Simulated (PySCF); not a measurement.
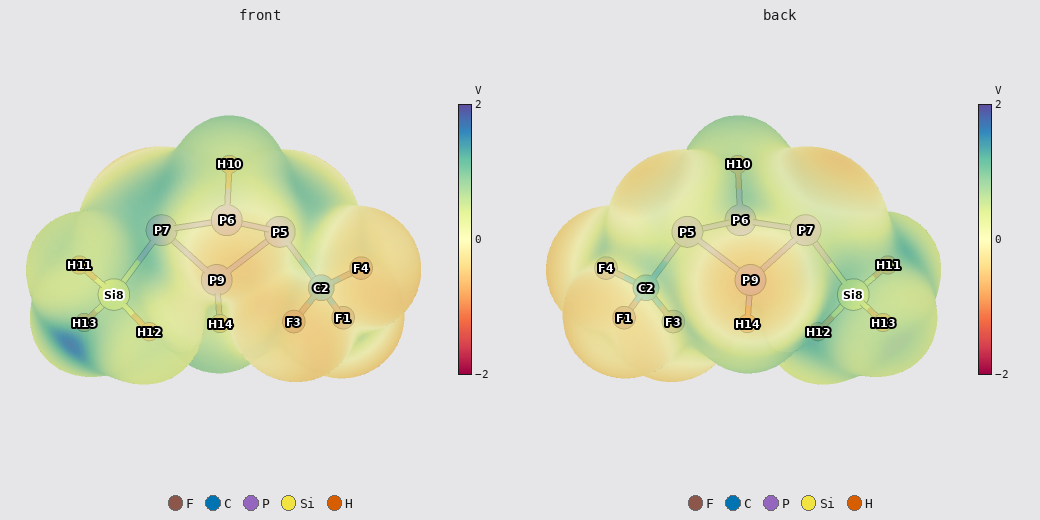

Figure 1: CH₅F₃P₄Si. The electrostatic potential painted on the density surface at 0.002 e/bohr³, seen from the front and from behind; the colour scale runs from red (negative) to blue (positive).

Geometry: GFN2-xTB.

Level of theory: wB97X-D/def2-SVPD, SCF density, gas phase in PySCF.

```xyz
14

F    -2.9790   -0.1461   -1.6799
C    -2.5044    0.1188   -0.4576
F    -1.8086    1.2670   -0.5577
F    -3.5515    0.3767    0.3297
P    -1.5140   -1.3363    0.2154
P    -0.2683   -0.2013    1.6151
P     1.4215   -1.1933    0.5764
Si    2.6522    0.6454    0.0895
P     0.1542   -1.3542   -1.2561
H    -0.3986   -1.1537    2.6308
H     3.4425    0.8801    1.2964
H     1.7920    1.7941   -0.2189
H     3.4650    0.2798   -1.0714
H     0.0962    0.0224   -1.5338
```

Which sites attract a positive test charge, and which a negative one?

A positive charge is drawn to the negative regions and a negative charge to the positive ones. The most negative region (about −0.5 V) lies over the F and P atoms, the most positive (about +1.5 V) over Si8.

How polar is the molecule by this calculation?

Its dipole moment is 2.22 D.
